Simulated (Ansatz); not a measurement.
## Is Li2Nb in the C11b ordering a stable metal?

The plan: relax Li2Nb in the C11b ordering, check its phonons, and, if the lattice is stable, compute its Eliashberg function and ρ(T).

Method: DFT PBE, scalar-relativistic, plane waves, PAW, in Ansatz 0.2.0.

The structure was built from a prototype and need not be the compound's stable phase.

**1. The starting structure**

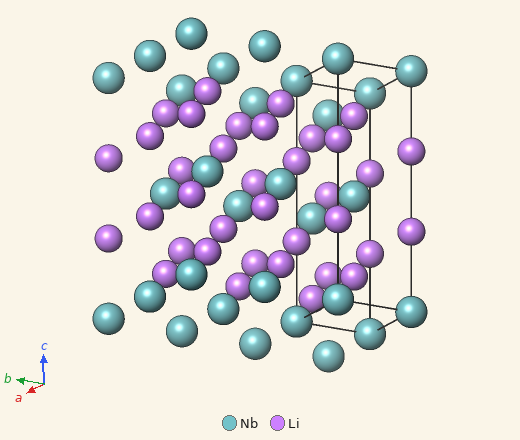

The starting structure, seen from a free direction (niobium teal, lithium purple). 2×3×1 cells are drawn. This picture shows the conventional cell, with its axes. Some periodic images of atoms are drawn too.

**2. Relaxation**

Lattice constant and positions set the bands and the force constants, so the cell is relaxed first.

Contents of input.yaml:

```yaml
crystal:
  lattice:
    - [3.42899, 0.0, 0.0]
    - [0.0, 3.42899, 0.0]
    - [1.7145, 1.7145, 5.14349]
  atoms:
    - { symbol: Nb, position: [0.0, 0.0, 0.0] }
    - { symbol: Li, position: [0.66666667, 0.66666667, 0.66666667] }
    - { symbol: Li, position: [0.33333333, 0.33333333, 0.33333333] }
kpoints:
  mp_grid: { grid: [10, 10, 10] }
hamiltonian:
  xc: pbe
scf:
  occupations: { method: gaussian, width: 0.1 }
output:
  forces: true
  stress: true
  eigenvalues: true
relax:
  adjacent_minimum: "off"
  f_tol: 0.005
  max_steps: 80
  cell: { stress_tol: 0.05 }
```

Run with:

```console
$ ansatz run input.yaml --threads 4 --pin off --max-ram 8192MiB --backend cpu --events-out ev --progress --plain --runs-dir out
```

Numbers of over 12 decimals in the logs are rounded to 6 here.

The program printed:

```text
Engine: ansatz 0.2.0, x86_64-unknown-linux-gnu
Pseudopotentials: kind: paw
Pseudopotential: Nb, paw, valence charge 13, recommended cutoff 420 eV (normal), Nb.paw.azcp
Pseudopotential: Li, paw, valence charge 3, recommended cutoff 420 eV (normal), Li.paw.azcp
Functional definition: PBE
  parameter kappa = 0.804
  parameter beta = 0.066725
  exchange = pbe_x(kappa = kappa, mu = beta*pi^2/3)
  correlation = pbe_c(beta = beta)
Crystal: 3 atoms, lattice volume = 60.477 Å³
Basis set: ecut = 420 eV, 1185 PW (Γ), exchange–correlation on 48×48×80 points (8 copies of the dense FFT grid, shifted against one another)
Bands: 14, of which v1, the nominal top of the filled ones, is band 10 counted from 1 (9 counted from 0)
Symmetry: 16 space group operations
Space group: I4/mmm (ITA 139), of the structure as read, at distance tolerance 3.9e-5 Å
k-points: 102 of 1000
Non-local potential: Nb, projectors of the file, l = 0: 3, l = 1: 2, l = 2: 2, l = 3: 1
Non-local potential: Li, projectors of the file, l = 0: 3, l = 1: 2, l = 2: 1
PAW form: soft (Blöchl's): semilocal exchange-correlation on the pseudo side does not see the compensation charge
PAW one-centre angular grid: Nb, 590 points (default); XC on 64 Gauss nodes
PAW one-centre angular grid: Li, 110 points (default); XC on 64 Gauss nodes
Initial density: superposition of atomic densities (neutral atoms: chi_scale 0, normalization atom), corrected by the library's trained network
Initial wavefunctions: pseudopotential atomic-orbital guess
Functional: x = pbe(κ = 0.804, μ = 0.219515), c = pbe(β = 0.066725)
SCF iter   1: F=—  HF=-4959.349505 eV  |F-HF|=—  |Δ(HF+E_count)|=         —  Δρ=5.23e-3  dr2=5.17e-2  ethr=1.77e-3  ⟨swp⟩=4.5  Hψ=6508  notcnv=0
preconditioner: auto → Kerker (q_TF=auto, 2.249 Å⁻¹)  [metal: Δε(μ)=0.011 eV  Ē_g=2.956 eV  σ=0.100 eV  W_gap=0.06  n_scr=10 (ndim 8)  ℏωp=12.6 eV  f_vac=0.000  D(μ)=4.07/eV (n_scr^D=32)]
SCF iter   2: F=—  HF=-4959.342768 eV  |F-HF|=—  |Δ(HF+E_count)|=   6.74e-3  Δρ=2.80e-3  dr2=1.25e-2  ethr=2.72e-4  ⟨swp⟩=1.0  Hψ=2244  notcnv=0
SCF iter   3: F=—  HF=-4959.340563 eV  |F-HF|=—  |Δ(HF+E_count)|=   2.20e-3  Δρ=9.54e-4  dr2=1.34e-3  ethr=6.57e-5  ⟨swp⟩=1.0  Hψ=1424  notcnv=0
SCF iter   4: F=—  HF=-4959.340333 eV  |F-HF|=—  |Δ(HF+E_count)|=   2.30e-4  Δρ=2.12e-4  dr2=3.75e-5  ethr=7.08e-6  ⟨swp⟩=1.8  Hψ=1576  notcnv=0
SCF iter   5: F=—  HF=-4959.340317 eV  |F-HF|=—  |Δ(HF+E_count)|=   1.59e-5  Δρ=5.65e-5  dr2=2.87e-6  ethr=1.98e-7  ⟨swp⟩=2.0  Hψ=1630  notcnv=0
SCF iter   6: F=-4959.340317 eV  HF=-4959.340317 eV  |F-HF|=2.80e-8  |Δ(HF+E_count)|=   1.72e-7  Δρ=1.18e-5  dr2=7.26e-8  ethr=5.26e-10  ⟨swp⟩=3.6  Hψ=5697  notcnv=0
SCF 1 converged in 6 iterations: F = -4959.340317 eV  dr2 = 7.26e-8
  greatest PAW one-centre occupation: 1.000 electrons in one spin orbital (limit 2), on the Li atom at site 2 (counted from 0), in its partial waves of l = 0
relax step   1: F+E_penalty+E_count = -4959.34031661 eV  Δ(F+E_penalty+E_count) = +0.000e0 eV  max|allowed force component| = 2.003e-1 eV/Å  Δτ_max = 0.0000 Å  P = -7.863 GPa  Ω = 60.477 Å³  (6 SCF iters, dr2 threshold 1.00e-7 eV, accepted)
Crystal: 3 atoms, lattice volume = 54.250 Å³
Basis set: ecut = 420 eV, 1053 PW (Γ), exchange–correlation on 48×48×80 points (8 copies of the dense FFT grid, shifted against one another)
Initial density: handed on by an earlier stage of this run
Initial wavefunctions: those handed on with the density
iter 1 solved again at ethr=7.84e-4 eV; its pass at ethr=3.10e-3 eV (dr2=1.49e-1 eV) is discarded
SCF iter   1: F=—  HF=-4959.740748 eV  |F-HF|=—  |Δ(HF+E_count)|=         —  Δρ=9.01e-3  dr2=1.47e-1  ethr=7.84e-4  ⟨swp⟩=1.0  Hψ=8913  notcnv=0
preconditioner: auto → Kerker (q_TF=auto, 2.291 Å⁻¹)  [metal: Δε(μ)=0.011 eV  Ē_g=3.315 eV  σ=0.100 eV  W_gap=0.06  n_scr=10 (ndim 8)  ℏωp=13.3 eV  f_vac=0.000  D(μ)=4.94/eV (n_scr^D=62)]
SCF iter   2: F=—  HF=-4959.716961 eV  |F-HF|=—  |Δ(HF+E_count)|=   2.38e-2  Δρ=3.12e-3  dr2=1.41e-2  ethr=7.75e-4  ⟨swp⟩=2.0  Hψ=1929  notcnv=0
SCF iter   3: F=—  HF=-4959.715216 eV  |F-HF|=—  |Δ(HF+E_count)|=   1.74e-3  Δρ=1.27e-3  dr2=1.18e-3  ethr=7.41e-5  ⟨swp⟩=1.3  Hψ=1468  notcnv=0
SCF iter   4: F=—  HF=-4959.715080 eV  |F-HF|=—  |Δ(HF+E_count)|=   1.36e-4  Δρ=1.99e-4  dr2=4.08e-5  ethr=6.18e-6  ⟨swp⟩=2.4  Hψ=2251  notcnv=0
SCF iter   5: F=—  HF=-4959.715085 eV  |F-HF|=—  |Δ(HF+E_count)|=   5.06e-6  Δρ=4.87e-5  dr2=1.33e-6  ethr=2.15e-7  ⟨swp⟩=1.6  Hψ=1546  notcnv=0
SCF iter   6: F=-4959.715085 eV  HF=-4959.715085 eV  |F-HF|=2.26e-8  |Δ(HF+E_count)|=   1.71e-8  Δρ=1.20e-5  dr2=9.04e-8  ethr=1.58e-9  ⟨swp⟩=5.3  Hψ=6191  notcnv=0
SCF 2 converged in 6 iterations: F = -4959.715085 eV  dr2 = 9.04e-8
relax step   2: F+E_penalty+E_count = -4959.71508509 eV  Δ(F+E_penalty+E_count) = -3.748e-1 eV  max|allowed force component| = 2.732e-1 eV/Å  Δτ_max = 0.0437 Å  P = -5.426 GPa  Ω = 54.250 Å³  energy of the carried Pulay correction = +3.412e-4 eV  (6 SCF iters, dr2 threshold 3.00e-7 eV, accepted)
Crystal: 3 atoms, lattice volume = 49.598 Å³
Basis set: ecut = 420 eV, 957 PW (Γ), exchange–correlation on 48×48×80 points (8 copies of the dense FFT grid, shifted against one another)
iter 1 solved again at ethr=1.78e-3 eV; its pass at ethr=3.10e-3 eV (dr2=3.38e-1 eV) is discarded
SCF iter   1: F=—  HF=-4960.077643 eV  |F-HF|=—  |Δ(HF+E_count)|=         —  Δρ=1.34e-2  dr2=3.37e-1  ethr=1.78e-3  ⟨swp⟩=1.0  Hψ=9817  notcnv=0
preconditioner: auto → Kerker (q_TF=auto, 2.325 Å⁻¹)  [metal: Δε(μ)=0.003 eV  Ē_g=3.630 eV  σ=0.100 eV  W_gap=0.02  n_scr=10 (ndim 8)  ℏωp=14.0 eV  f_vac=0.000  D(μ)=4.92/eV (n_scr^D=54)]
SCF iter   2: F=—  HF=-4960.030251 eV  |F-HF|=—  |Δ(HF+E_count)|=   4.74e-2  Δρ=4.80e-3  dr2=3.84e-2  ethr=1.77e-3  ⟨swp⟩=2.0  Hψ=1662  notcnv=0
SCF iter   3: F=—  HF=-4960.024146 eV  |F-HF|=—  |Δ(HF+E_count)|=   6.11e-3  Δρ=1.54e-3  dr2=2.41e-3  ethr=2.02e-4  ⟨swp⟩=1.0  Hψ=1549  notcnv=0
SCF iter   4: F=—  HF=-4960.023736 eV  |F-HF|=—  |Δ(HF+E_count)|=   4.09e-4  Δρ=3.61e-4  dr2=8.18e-5  ethr=1.27e-5  ⟨swp⟩=1.2  Hψ=1631  notcnv=0
SCF iter   5: F=—  HF=-4960.023716 eV  |F-HF|=—  |Δ(HF+E_count)|=   2.00e-5  Δρ=8.47e-5  dr2=3.78e-6  ethr=4.30e-7  ⟨swp⟩=2.3  Hψ=1810  notcnv=0
SCF iter   6: F=-4960.023716 eV  HF=-4960.023716 eV  |F-HF|=4.21e-9  |Δ(HF+E_count)|=   2.04e-7  Δρ=1.54e-5  dr2=1.03e-7  ethr=1.58e-9  ⟨swp⟩=5.8  Hψ=6593  notcnv=0
SCF 3 converged in 6 iterations: F = -4960.023716 eV  dr2 = 1.03e-7
[...]
relax step  15: F+E_penalty+E_count = -4960.75102216 eV  Δ(F+E_penalty+E_count) = -9.483e-3 eV  max|allowed force component| = 6.454e-3 eV/Å  Δτ_max = 0.0045 Å  P = +0.197 GPa  Ω = 52.338 Å³  energy of the carried Pulay correction = -1.743e-4 eV  (6 SCF iters, dr2 threshold 3.00e-7 eV, accepted)
relax step  16: F+E_penalty+E_count = -4960.74976393 eV  Δ(F+E_penalty+E_count) = +1.258e-3 eV  max|allowed force component| = 9.018e-2 eV/Å  Δτ_max = 0.0350 Å  P = +0.689 GPa  Ω = 53.103 Å³  energy of the carried Pulay correction = -2.217e-4 eV  (7 SCF iters, dr2 threshold 3.00e-7 eV, rejected (line search))
relax step  17: F+E_penalty+E_count = -4960.75398077 eV  Δ(F+E_penalty+E_count) = -2.959e-3 eV  max|allowed force component| = 1.990e-3 eV/Å  Δτ_max = 0.0059 Å  P = +0.146 GPa  Ω = 52.825 Å³  energy of the carried Pulay correction = -2.051e-4 eV  (9 SCF iters, accepted)
relax step  18: F+E_penalty+E_count = -4960.75404550 eV  Δ(F+E_penalty+E_count) = -6.473e-5 eV  max|allowed force component| = 1.357e-2 eV/Å  Δτ_max = 0.0033 Å  P = -0.286 GPa  Ω = 53.511 Å³  energy of the carried Pulay correction = -2.493e-4 eV  (6 SCF iters, dr2 threshold 2.76e-7 eV, accepted)
relax step  19: F+E_penalty+E_count = -4960.75440504 eV  Δ(F+E_penalty+E_count) = -3.595e-4 eV  max|allowed force component| = 1.073e-4 eV/Å  Δτ_max = 0.0010 Å  P = -0.001 GPa  Ω = 53.202 Å³  energy of the carried Pulay correction = -2.292e-4 eV  (6 SCF iters, dr2 threshold 2.87e-7 eV, accepted)
relax step  20: F+E_penalty+E_count = -4960.75441366 eV  Δ(F+E_penalty+E_count) = -8.624e-6 eV  max|allowed force component| = 4.438e-4 eV/Å  Δτ_max = 0.0006 Å  P = -0.015 GPa  Ω = 53.167 Å³  energy of the carried Pulay correction = -2.271e-4 eV  (7 SCF iters, accepted)
relax step  21: F+E_penalty+E_count = -4960.75509426 eV  Δ(F+E_penalty+E_count) = -6.806e-4 eV  max|allowed force component| = 5.158e-4 eV/Å  Δτ_max = 0.0000 Å  P = +0.008 GPa  Ω = 53.167 Å³  stress off target by 8.16e-2 GPa  SCF on the basis re-selected at this cell (its energy is not comparable with the rows above)  (7 SCF iters)
relax step  22: F+E_penalty+E_count = -4960.75512485 eV  Δ(F+E_penalty+E_count) = -3.059e-5 eV  max|allowed force component| = 4.801e-5 eV/Å  Δτ_max = 0.0008 Å  P = +0.008 GPa  Ω = 53.219 Å³  energy of the carried Pulay correction = -2.814e-6 eV  (6 SCF iters, dr2 threshold 1.66e-8 eV, accepted)
iter 1 solved again at ethr=7.05e-8 eV; its pass at ethr=3.10e-3 eV (dr2=1.34e-5 eV) is discarded
SCF iter   1: F=—  HF=-4960.755144 eV  |F-HF|=—  |Δ(HF+E_count)|=         —  Δρ=1.69e-5  dr2=1.15e-8  ethr=7.05e-8  ⟨swp⟩=3.0  Hψ=10704  notcnv=0
preconditioner: auto → none  [metal: Δε(μ)=0.029 eV  Ē_g=4.234 eV  σ=0.100 eV  W_gap=0.16  n_scr=4 (ndim 8)  ℏωp=13.5 eV  f_vac=0.000  D(μ)=2.79/eV (n_scr^D=22)]
SCF iter   2: F=—  HF=-4960.755128 eV  |F-HF|=—  |Δ(HF+E_count)|=   1.65e-5  Δρ=8.48e-6  dr2=8.80e-9  ethr=6.07e-11  ⟨swp⟩=2.2  Hψ=2419  notcnv=0
SCF iter   3: F=—  HF=-4960.755128 eV  |F-HF|=—  |Δ(HF+E_count)|=   1.04e-7  Δρ=5.71e-6  dr2=4.34e-10  ethr=4.63e-11  ⟨swp⟩=1.1  Hψ=1438  notcnv=0
SCF iter   4: F=—  HF=-4960.755128 eV  |F-HF|=—  |Δ(HF+E_count)|=   8.69e-8  Δρ=1.11e-6  dr2=5.28e-11  ethr=2.28e-12  ⟨swp⟩=2.1  Hψ=1865  notcnv=0
iter 5 did not close the SCF: its close was put off for the readings that it lacked (scf_convergence_deferred on its scf_iter line)
SCF iter   5: F=-4960.755128 eV  HF=-4960.755128 eV  |F-HF|=2.27e-11  |Δ(HF+E_count)|=   3.39e-9  Δρ=1.00e-7  dr2=2.76e-11  ethr=1.00e-12  ⟨swp⟩=1.0  Hψ=1428  notcnv=0
iter 6 did not close the SCF: its close was put off for the readings that it lacked (scf_convergence_deferred on its scf_iter line)
SCF iter   6: F=-4960.755128 eV  HF=-4960.755128 eV  |F-HF|=9.09e-13  |Δ(HF+E_count)|=    0.00e0  Δρ=2.53e-8  dr2=1.36e-12  ethr=1.00e-12  ⟨swp⟩=1.0  Hψ=1428  notcnv=0
iter 7 did not close the SCF: its close was put off for the readings that it lacked (scf_convergence_deferred on its scf_iter line)
SCF iter   7: F=-4960.755128 eV  HF=-4960.755128 eV  |F-HF|=9.09e-13  |Δ(HF+E_count)|=  9.09e-13  Δρ=3.35e-9  dr2=9.93e-15  ethr=1.00e-12  ⟨swp⟩=1.0  Hψ=1428  notcnv=0
iter 8 did not close the SCF: its close was put off for the readings that it lacked (scf_convergence_deferred on its scf_iter line)
SCF iter   8: F=-4960.755128 eV  HF=-4960.755128 eV  |F-HF|=0.00e0  |Δ(HF+E_count)|=  9.09e-13  Δρ=4.30e-10  dr2=1.69e-16  ethr=1.00e-12  ⟨swp⟩=1.0  Hψ=1428  notcnv=0
SCF iter   9: F=-4960.755128 eV  HF=-4960.755128 eV  |F-HF|=0.00e0  |Δ(HF+E_count)|=    0.00e0  Δρ=1.80e-10  dr2=6.12e-17  ethr=1.00e-12  ⟨swp⟩=1.5  Hψ=3324  notcnv=0
SCF 23 converged in 9 iterations: F = -4960.755128 eV  dr2 = 6.12e-17
relax step  23: F+E_penalty+E_count = -4960.75512783 eV  Δ(F+E_penalty+E_count) = -2.977e-6 eV  max|allowed force component| = 5.935e-5 eV/Å  Δτ_max = 0.0000 Å  P = +0.008 GPa  Ω = 53.219 Å³  stress off target by 1.40e-2 GPa  SCF on the basis re-selected at this cell (its energy is not comparable with the rows above)  (9 SCF iters)
basis re-selected at this cell: Δ(F+E_penalty+E_count) = -2.977e-6 eV, ΔP = -0.000 GPa vs the last step (what re-selecting the basis moved, of the pressure what is left beyond the Pulay correction that the steps carried, after the strain that the cell walked since its last selection, with what the two solves' SCF thresholds leave and, on support functions, any second-order correction that the steps lacked; it is no m [...]
SCF converged after 9 iterations
Free energy (F): -4960.755128 eV
Harris-Foulkes:  -4960.755128 eV  (|F-HF|=0.00e0)
Internal energy: -4960.741156 eV  (E = F + TS)
E sigma→0 (E₀):  -4960.748142 eV
Entropy (-TS):   -0.013972 eV (-4.657 meV/atom)
Fermi energy:    6.858850 eV
--- Per-component energies (eV) ---
  E_band       = -357.082661
  E_kinetic    = 438.102340
  E_local      = -1956.257851  (includes V_loc(G=0)·N_el)
  E_nonlocal   = 55.478851
  E_hartree    = 738.963269
  E_xc         = -195.540017
  E_vxc        = -238.697101  (∫ρ·V_xc dr)
  E_paw        = -3116.002976  (= ΣΔE_a)
  E_vpaw       = -133.635484  (= ΣTr[D̂ρ^β])
  E_aug_tail   = 0.000046  (compensation charges beyond the density's cutoff)
  E_ewald      = -925.484818
  E_smearing   = -0.013972  (= −TS)
  E_closure    = 0.000000  (closes the sum)
  Σ components = -4960.755128   (vs F -4960.755128, Δ=0.00e0)
--- Forces (eV/Å), atoms counted from 1 ---
  atom   1  Nb     0.00000000    -0.00000000     0.00000000
  atom   2  Li    -0.00000000    -0.00000000    -0.00005935
  atom   3  Li     0.00000000     0.00000000     0.00005935
  max |Σ_I F_I| component: 6.78e-21 eV/Å
--- Stress (GPa, compression-positive) ---
        0.004513       0.000000       0.000000
        0.000000       0.004513       0.000000
        0.000000       0.000000       0.014046
  P = ⅓ Tr σ = 0.0077 GPa (0.077 kbar)
--- Band table (eV; the first three rows and the last of 102) ---
  k-point 0: bands = [... 6 lower, 2.0644, 4.0562, 4.1181, 5.4021, 6.0267, 10.4030, 10.4030, 12.4205]
  k-point 1: bands = [... 6 lower, 2.0709, 4.0465, 4.1181, 5.3049, 6.1527, 10.4031, 10.4031, 12.4205]
  k-point 2: bands = [... 6 lower, 2.0883, 4.0192, 4.1181, 5.1374, 6.3997, 10.4034, 10.4034, 12.2878]
  k-point 101: bands = [... 6 lower, 2.9086, 6.0340, 6.0414, 9.1211, 10.8704, 11.0968, 12.7224, 13.2319]
--- Relaxed structure (20 steps of the walk, 19 accepted, 3 SCFs on fresh bases) ---
  F+E_penalty+E_count = -4960.75512783 eV   max|allowed force component| = 5.935e-5 eV/Å   (the final SCF, on the basis selected at the relaxed cell)
  cell:  # Å, volume = 53.2191 Å³
    - [2.652705, -3.1333410933116633e-13, -1.2893507893330949e-6]
    - [-3.1333410946811713e-13, 2.652705, -1.2893507894703944e-6]
    - [1.326356, 1.326356, 7.562913]
  atoms:
    - { symbol: Nb, position: [2.8105628171572145e-19, 2.8105551781577634e-19, -5.621097335251329e-19] }
    - { symbol: Li, position: [0.663281, 0.663281, 0.673438] }
    - { symbol: Li, position: [0.336719, 0.336719, 0.326562] }
```

Run time: 23 s. Hardware: 4 threads of Intel Xeon Platinum 8375C at 2.90GHz (Ice Lake), shared host; peak memory 0.5 GiB; 82 s of CPU time.

Relaxation path (22 of 23):

| step | energy less that of the first step (eV) | largest force component (eV/Å) | pressure (GPa) | volume (Å³) |
| --- | --- | --- | --- | --- |
| 1 | 0.0000 | 0.2003 | -7.86 | 60.48 |
| 2 | -0.3748 | 0.2732 | -5.43 | 54.25 |
| 3 | -0.6834 | 0.1804 | -2.84 | 49.60 |
| 4 | -0.9605 | 0.0273 | -0.09 | 46.37 |
| 5 | -1.1098 | 0.1555 | 1.90 | 45.24 |
| 6 | -1.2167 | 0.0106 | 2.67 | 45.70 |
| 7 | -1.2874 | 0.1231 | 1.29 | 47.11 |
| 8 | -1.3345 | 0.0819 | 1.42 | 48.15 |
| 9 | -1.3517 | 0.0161 | -0.42 | 50.04 |
| 10 | -1.3526 | 0.0007 | 0.11 | 49.58 |
| 11 | -1.3526 | 0.0002 | 0.00 | 49.68 |
| 13 | -1.3897 | 0.0126 | 0.38 | 50.53 |
| 14 | -1.4012 | 0.0205 | 0.18 | 51.54 |
| 15 | -1.4107 | 0.0065 | 0.20 | 52.34 |
| 16 | -1.4094 | 0.0902 | 0.69 | 53.10 |
| 17 | -1.4137 | 0.0020 | 0.15 | 52.82 |
| 18 | -1.4137 | 0.0136 | -0.29 | 53.51 |
| 19 | -1.4141 | 0.0001 | 0.00 | 53.20 |
| 20 | -1.4141 | 0.0004 | -0.02 | 53.17 |
| 21* | -1.4148 | 0.0005 | 0.01 | 53.17 |
| 22 | -1.4148 | 0.0000 | 0.01 | 53.22 |
| 23* | -1.4148 | 0.0001 | 0.01 | 53.22 |

Relaxation steps marked * repeat the geometry before them on a plane-wave basis chosen anew for their cell, so energy and pressure can jump there. Other such steps can lie between the rows shown. Relaxation step 16 was tried and not accepted.

The run keeps the 16 symmetry operations that it works with, so distortions that break them were not tested.

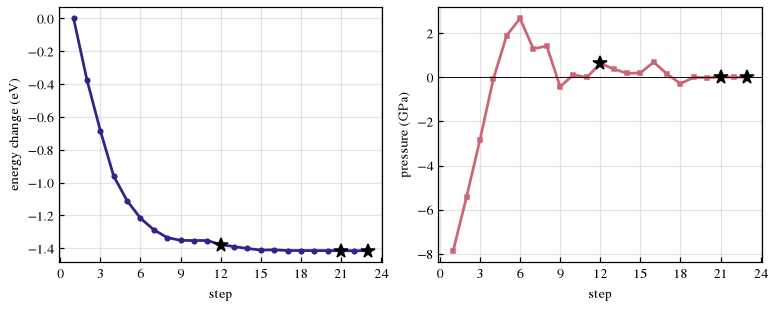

Energy and pressure along the relaxation. Stars mark steps on a basis chosen anew.

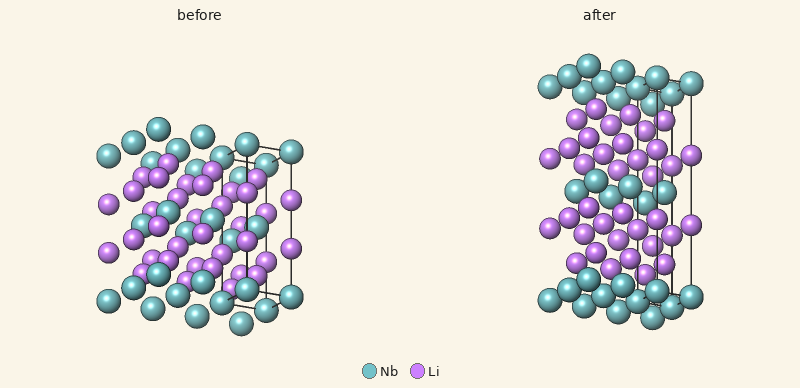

Before and after, at one scale.

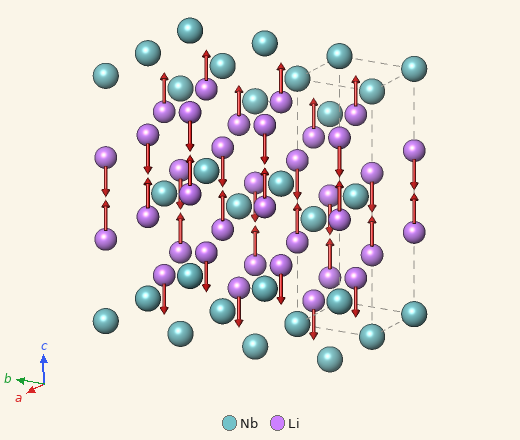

Displacements in the relaxation, exaggerated, measured against the changing cell; the longest in the cell stands for 0.05 Å. 2×3×1 conventional cells are drawn. Some periodic images of atoms are drawn too.

| cell as run | before | after | change |
| --- | --- | --- | --- |
| a (Å) | 3.429 | 2.653 | -22.6 % |
| b (Å) | 3.429 | 2.653 | -22.6 % |
| c (Å) | 5.686 | 7.792 | +37.0 % |
| α (°) | 72.45 | 80.20 | +10.7 % |
| β (°) | 72.45 | 80.20 | +10.7 % |
| volume (Å³/atom) | 20.16 | 17.74 | -12.0 % |

The atoms that moved most (Å, as changes of fractional coordinates times the final cell):

| atom | dx | dy | dz | length |
| --- | --- | --- | --- | --- |
| Li2 | 0.000 | 0.000 | 0.051 | 0.051 |
| Li3 | 0.000 | 0.000 | -0.051 | 0.051 |

Final coordinates:

```xyz
3
Lattice="2.6527 0.0000 0.0000 0.0000 2.6527 0.0000 1.3264 1.3264 7.5629" Properties=species:S:1:pos:R:3 pbc="T T T"
Nb    0.0000    0.0000    0.0000
Li    2.6527    2.6527    5.0931
Li    1.3264    1.3264    2.4698
```

This step gave:

```yaml
pressure: 0.007691 GPa
volume_per_atom: 17.74 Å³
metallic_on_mesh: yes
gap_on_the_k_mesh: 0 eV
```

The largest force is now 5.9e-5 eV/Å and the largest stress component 0.014 GPa.

(Part 1 of 3 ends here.)

[Logs are printed without paths, hosts, clocks, repeated set-up lines and the standing remarks that a program may print on its own settings, such as how far it seeks lower states.]

[Hosts, paths, dates, database ids (printed as entryN), source tags and the programs' standing remarks are cut or masked in the printed files.]
